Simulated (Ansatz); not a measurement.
**BH3Br− (SMILES [BH3-]Br) at 6 levels**

We compute a comparison of 6 runs (HF/STO-3G, UPBE0/STO-3G, r2SCAN/STO-3G, r2SCAN0/STO-3G, RPA@PBE/STO-3G, UCCSD(T)/STO-3G) of BH3Br−. 

Program for the calculation: Ansatz 0.2.0.

11 further runs of the same task are left out: 8 that didn't finish, 3 set aside as unsound or not needed.

**1. The molecule**

BH3Br−: 5 atoms, total charge -1, spin state singlet. SMILES: `[BH3-]Br`. The H5–B1 distance was set to 3.028 Å, away from the relaxed value. At this shape a bond of the SMILES string is far longer than usual.

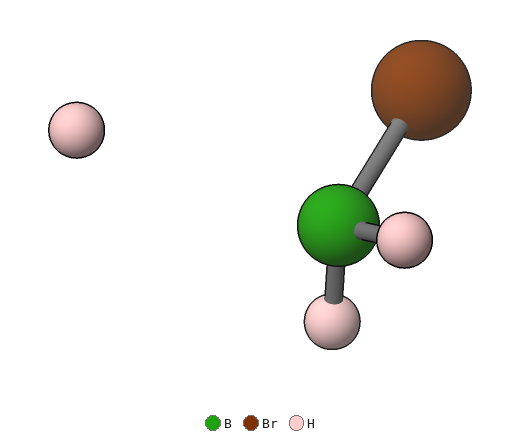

The structure, seen from a chosen angle (boron green, bromine brown, hydrogen pink).

**2. A single-point energy at HF/STO-3G (run 1)**

Input file run.yaml:

```yaml
crystal:
  periodic: [false, false, false]
  atoms:
    - symbol: B
      position_ang: [0.178155, -1.413451, -1.050027]
    - symbol: Br
      position_ang: [-0.971565, -0.898371, -2.637077]
    - symbol: H
      position_ang: [1.306665, -1.583331, -1.456057]
    - symbol: H
      position_ang: [-0.279925, -2.432811, -0.582707]
    - symbol: H
      position_ang: [0.057130, 0.863440, 0.942890]
basis:
  gaussian: {orbitals: STO-3G}
total_charge: -1
hamiltonian: {xc: hf}
accuracy: high
```

Command:

```
$ ansatz run run.yaml --threads 1 --pin off --max-ram 2610MiB --events-out events.jsonl --progress --plain --runs-dir runs
```

The program printed:

```text
Warning: RAYON_NUM_THREADS=1 ignored (pool sized by the plan → 1); use --threads N
Functional definition: HF
  name "HF"
  exchange = exact_x
  correlation = 0
361 factors; integrals over basis functions are off by at most 4.1e-8 eV
mean field evaluation 1: about -69941.1647 eV, gradient 1.9e1 eV
mean field evaluation 2: about -69941.2003 eV, gradient 1.9e1 eV
mean field evaluation 4: about -69944.3888 eV, gradient 3.6e0 eV
mean field evaluation 8: about -69944.5023 eV, gradient 3.0e-2 eV
mean field -69944.50230207 eV, -2570.4130495147 hartree, gradient 2.6e-8 eV, S^2 0.000000; 0 other end points of the search recorded, 0 dependent functions left out
reference -69944.50230207 eV, -2570.4130495147 hartree; 22, 22 occupied and 4, 4 virtual orbitals, 361 factors
Total energy: -69944.50230207 eV, -2570.4130495147 hartree
```

Wall time 0.16 s (1 thread of Arm Neoverse V1, shared host).

**3. A single-point energy at UPBE0/STO-3G (run 2)**

Input file molecule.yaml:

```yaml
crystal:
  periodic: [false, false, false]
  atoms:
    - {symbol: B, position_ang: [0.178155, -1.413451, -1.050027]}
    - {symbol: Br, position_ang: [-0.971565, -0.898371, -2.637077]}
    - {symbol: H, position_ang: [1.306665, -1.583331, -1.456057]}
    - {symbol: H, position_ang: [-0.279925, -2.432811, -0.582707]}
    - {symbol: H, position_ang: [0.057130, 0.863440, 0.942890]}
basis:
  gaussian: {orbitals: STO-3G}
magnetization: {spin_polarized: true, initial_magnetization: 0}
total_charge: -1
hamiltonian: {xc: {name: PBE0}}
accuracy: high
```

Command:

```
$ ansatz run molecule.yaml --threads 1 --pin off --max-ram 2610MiB --events-out events.jsonl --progress --plain --runs-dir runs
```

The program printed:

```text
Warning: RAYON_NUM_THREADS=1 ignored (pool sized by the plan → 1); use --threads N
Functional definition: PBE0
  name "PBE0"
  parameter a = 0.25
  parameter kappa = 0.804
  parameter beta = 0.06672455060314922
  exchange = (1 - a)*pbe_x(kappa = kappa, mu = beta*pi^2/3) + a*exact_x
  correlation = pbe_c(beta = beta)
361 factors; integrals over basis functions are off by at most 4.1e-8 eV
mean field evaluation 1: about -69977.8753 eV, gradient 1.2e1 eV
mean field evaluation 2: about -69958.8956 eV, gradient 2.8e1 eV
mean field evaluation 4: about -69982.2485 eV, gradient 3.7e0 eV
mean field evaluation 8: about -69982.3953 eV, gradient 8.7e-2 eV
mean field evaluation 16: about -69982.3954 eV, gradient 1.6e-6 eV
mean field evaluation 32: about -69983.2034 eV, gradient 9.6e-1 eV
mean field -69983.25276808 eV, -2571.8371028746 hartree, gradient 1.7e-8 eV, S^2 0.735073; 3 other end points of the search recorded, 0 dependent functions left out
reference -69983.25276951 eV, -2571.8371029269 hartree; 22, 22 occupied and 4, 4 virtual orbitals, 361 factors
Total energy: -69983.25276951 eV, -2571.8371029269 hartree
```

Wall time 4.8 s (1 thread of Arm Neoverse V1, shared host); peak memory 0.13 GiB.

Runs 3 to 5 aren't shown in full; the table further down has their settings and results.

**4. The energy at UCCSD(T)/STO-3G (run 6)**

Changes to molecule.yaml since step 3:

```diff
@@ -9,6 +9,13 @@
 basis:
-  gaussian: {orbitals: STO-3G}
-magnetization: {spin_polarized: true, initial_magnetization: 0}
+  gaussian:
+    orbitals: STO-3G
+correlation:
+  method: ccsd_t
+  frozen_orbitals: {B: 1, Br: 9, H: 0}
+accuracy: high
+magnetization:
+  spin_polarized: true
+  initial_magnetization: 0
 total_charge: -1
-hamiltonian: {xc: {name: PBE0}}
-accuracy: high
+scf:
+  omitted_lower_state_checks: [cluster_reference, increment]
```

Command:

```
$ ansatz run molecule.yaml --threads 1 --pin off --max-ram 2610MiB --events-out events.jsonl --progress --plain --runs-dir runs
```

The program printed:

```text
Warning: RAYON_NUM_THREADS=1 ignored (pool sized by the plan → 1); use --threads N
[... 12 lines left out ...]
10 core orbitals not correlated: weight in the atoms' cores, before any rotation towards them, 1.000 or more for the frozen orbitals, at most 0.000 for the correlated occupied ones
[... 32 lines left out ...]
Total energy: -69948.99447792 eV, -2570.5781339323 hartree
Checks for a lower state left out: cluster_reference, increment
```

Wall time 0.66 s (1 thread of Arm Neoverse V1, shared host).

**5. The series**

| run | level | frozen core orbitals | energy (Eh) | wall time |
| --- | --- | --- | --- | --- |
| 1 | HF/STO-3G | – | -2570.413050 | 0.16 s |
| 2 | UPBE0/STO-3G | – | -2571.837103 | 4.8 s |
| 3 | r2SCAN/STO-3G | – | -2572.148038 | 3.6 s |
| 4 | r2SCAN0/STO-3G | – | -2572.199480 | 2.9 s |
| 5 | RPA@PBE/STO-3G | 10 | -2570.616839 | 2 s |
| 6 | UCCSD(T)/STO-3G | 10 | -2570.578134 | 0.66 s |

**6. Outcome**

```
                                           quantity           value
                                run 6: total energy  -2570.57813 Eh
run 6: correlation energy (10 core orbitals frozen)       -51.2 mEh
                              run 6: (T) correction       -1.07 mEh
           run 6: ⟨S²⟩ of the reference determinant           0.977
                               run 6: T1 diagnostic           0.021
```

In words: Totals of different functionals can't be ranked against each other. In run 5 the log says that unrestricted orbitals would lower the reference, so the values rest on an unstable closed-shell determinant (other closed-shell runs at this shape may share the fault). In runs 1, 2, 3, 4, 5, 6 the basis is minimal, so the values are rough. Spin contamination of the reference: run 6 ⟨S²⟩ = 0.98, run 2 ⟨S²⟩ = 0.74. Where it is this large, the reference is a mixture of spin states, and values that rest on it are in doubt. All runs together took 14 s, the longest 4.8 s.
